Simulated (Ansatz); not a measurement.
Si₂H₈: several calculations on one system

**1. Relaxation**

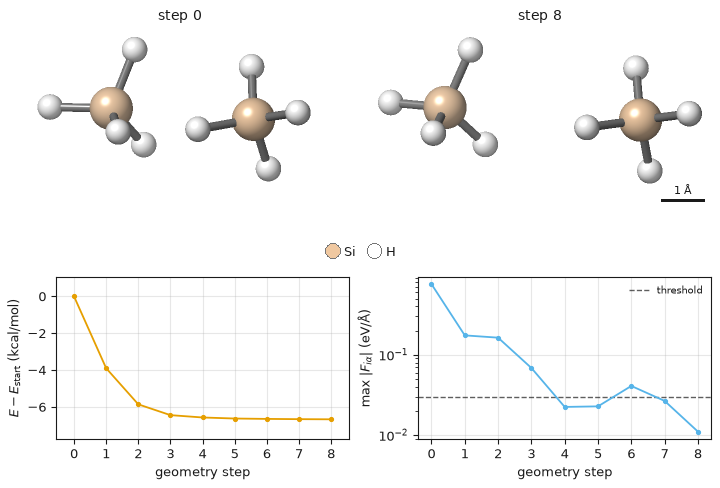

First and last geometry of a relaxation of Si₂H₈, with the history of the run. A ball-and-stick model, seen at a tilt.

The run prepares an end point of a later path (reaction) calculation, from a guessed geometry.

Computed with RKS B3LYP/def2-SVP in Ansatz. Set-up: no spin polarisation; force threshold 0.03 eV/Å; at most 50 steps.

> Did the run converge, and what did it change?

It converged. Over 8 geometry steps the energy falls by 6.67 kcal/mol. Largest force component: 0.76 eV/Å at the start, 0.011 eV/Å at the end. The atom that moves furthest after the best rigid fit is an H atom (1.06 Å). Largest moves by element: H 1.06 Å, Si 0.64 Å. Some distances before and after: Si–Si 3.434 → 4.695 Å, H–Si 1.471 → 1.491 Å. Cost: 10 s on 1 thread of Intel(R) Xeon(R) 6975P-C (Granite Rapids) (shared host), peak memory 0.17 GiB.

```
step  E − E(0), kcal/mol  largest force component, eV/Å
   0                0.00                         0.7580
   1               -3.90                         0.1743
   2               -5.86                         0.1633
   3               -6.44                         0.0684
   4               -6.57                         0.0224
   5               -6.63                         0.0228
   6               -6.65                         0.0409
   7               -6.66                         0.0266
   8               -6.67                         0.0110
```

**2. Relaxation**

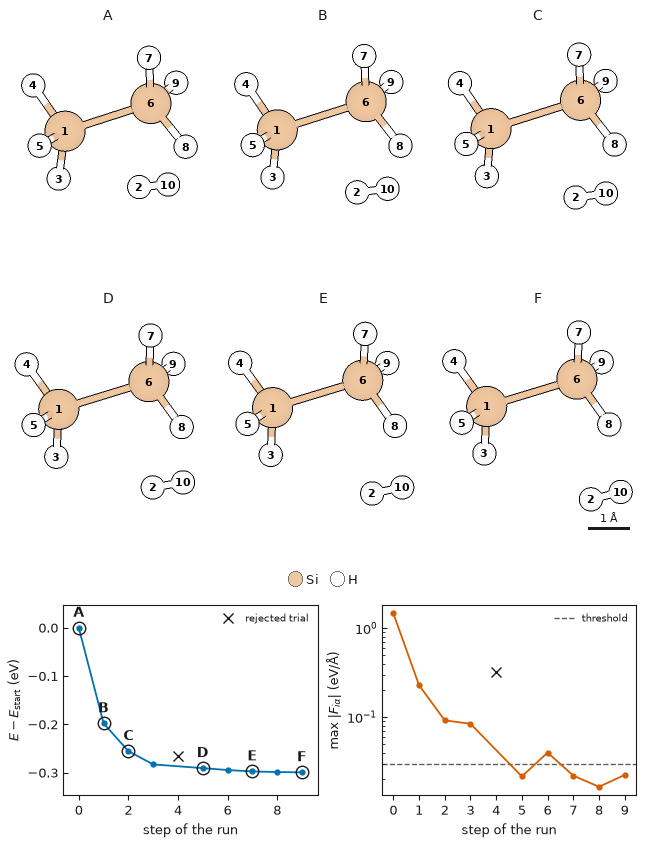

Frames of a relaxation of Si₂H₈, marked on the history of the run. The picture is a ball-and-stick view, seen from a free direction.

The run prepares an end point of a later path (reaction) calculation, from a guessed geometry.

The calculation used Ansatz 0.2.0, RKS B3LYP/def2-SVP.

The input:
```yaml
crystal:
  periodic: [false, false, false]
  atoms:
    - { symbol: Si, position_ang: [-0.45381, -0.123831, -0.452778] }
    - { symbol: H, position_ang: [-0.058579, 0.379676, 2.142282] }
    - { symbol: H, position_ang: [0.813611, 0.074242, 0.306128] }
    - { symbol: H, position_ang: [-0.525573, 0.940997, -1.501545] }
    - { symbol: H, position_ang: [-0.356313, -1.440908, -1.155466] }
    - { symbol: Si, position_ang: [-2.347864, -0.067689, 0.778547] }
    - { symbol: H, position_ang: [-3.492908, -0.349415, -0.142509] }
    - { symbol: H, position_ang: [-2.364712, -1.101195, 1.853112] }
    - { symbol: H, position_ang: [-2.57602, 1.27667, 1.38158] }
    - { symbol: H, position_ang: [-0.534731, 0.411455, 2.678048] }
basis:
  gaussian: { orbitals: def2-SVP }
hamiltonian:
  xc: b3lyp
relax:
  f_tol: 0.03
  max_steps: 50
```

Launched with:
```bash
ansatz run input.yaml --threads 1 --pin off --max-ram 2048MiB --backend cpu --events-out ev --progress --plain --runs-dir out
```

Q: What happens along the run?

A: The atom that moves furthest after the best rigid fit is H2 (1.12 Å). Largest moves by element: H 1.12 Å, Si 0.34 Å. Some distances before and after: Si1–Si6 2.260 → 2.356 Å, H2–H10 0.717 → 0.761 Å. Bond angles that change, for instance: H3–Si1–Si6 115.6° → 110.3°, Si1–Si6–H7 107.5° → 110.1°, Si1–Si6–H8 112.6° → 110.3°. Over 8 accepted moves (9 points after the start) the energy falls by 0.299 eV. Largest force component: 1.5 eV/Å at the start, 0.022 eV/Å at the end. The line search rejected the trial step at point 4 of the run. The run took 12 s on 1 thread of Intel(R) Xeon(R) 6975P-C (Granite Rapids), with other jobs on the host, peak memory 0.17 GiB. From step 0 to 1: H2 moves most (0.19 Å), energy −0.198 eV. From step 1 to 2: H2 moves most (0.19 Å), energy −0.058 eV. From step 2 to 5: H2 moves most (0.30 Å), energy −0.035 eV. From step 5 to 7: H2 moves most (0.23 Å), energy −0.007 eV. From step 7 to 9: H2 moves most (0.22 Å), energy −0.002 eV.

**3. Path**

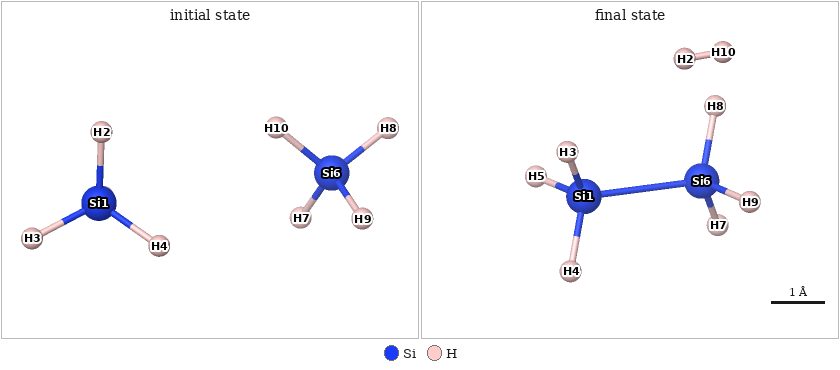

The two relaxed end points of a path for Si$_{2}$H$_{8}$, made up at the start of SiH4 and SiH4. Style: ball-and-stick. Shown from a free direction.

All numbers below come from RKS B3LYP/def2-SVP in Ansatz.

Run with 5 movable images; climbing image; force threshold 0.05 eV/Å; iteration limit 60.

Start:
```xyz
10

Si    0.9717   -0.0193   -0.3271
H     1.5286    0.0789    1.0523
H     2.0760    0.1139   -1.3205
H    -0.0215    1.0718   -0.5433
H     0.3039   -1.3403   -0.5028
Si   -3.3509    0.0192    1.5053
H    -3.5004   -0.8318    0.2904
H    -4.3197   -0.4278    2.5463
H    -3.6224    1.4421    1.1532
H    -1.9621   -0.1067    2.0336
```

End:
```xyz
10

Si   -0.5008   -0.2452   -0.7461
H     0.3227    0.6400    3.1766
H     0.6912   -0.0216    0.1255
H    -0.4957    0.7797   -1.8321
H    -0.3889   -1.5984   -1.3678
Si   -2.4816   -0.0885    0.5196
H    -3.6695   -0.3281   -0.3527
H    -2.4800   -1.1059    1.6124
H    -2.6034    1.2692    1.1283
H    -0.2908    0.6987    3.6237
```

> Predict the minimum-energy path and its barrier.

The energy climbs by 330.3 kJ/mol to image 3 and then falls by 297.7 kJ/mol, so the end point sits at +32.6 kJ/mol. Breaking: Si1–H2 (1.49 → 1.73 at the top → 4.10 Å), Si6–H10 (1.49 → 1.90 at the top → 3.88 Å). Forming: H2–H10 (3.63 → 1.15 at the top → 0.76 Å), Si1–Si6 (4.70 → 2.71 at the top → 2.36 Å). The band is converged. At the top, the vibrational analysis gives one imaginary mode (1675i cm⁻¹), as a transition state must have.

Energies of the converged images:

```
image  path (Å)  E (kJ/mol)
    0      0.00         0.0
    1      2.18        -0.1
    2      4.37         8.3
    3      6.55       330.3
    4      8.36        41.7
    5     10.17        32.8
    6     11.98        32.6
```

The geometry at the top of the path:

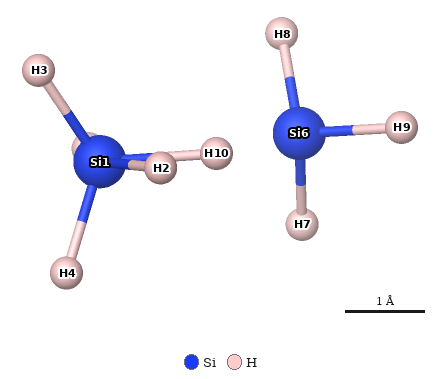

Limits of the set-up: the start holds two separate molecules, 3.4 Å apart at their closest, whose relative position is a soft coordinate and is computed without a dispersion correction.

Cost: 3.1 min on 1 thread of Intel(R) Xeon(R) 6975P-C (Granite Rapids), with other jobs on the host, peak memory 0.18 GiB.
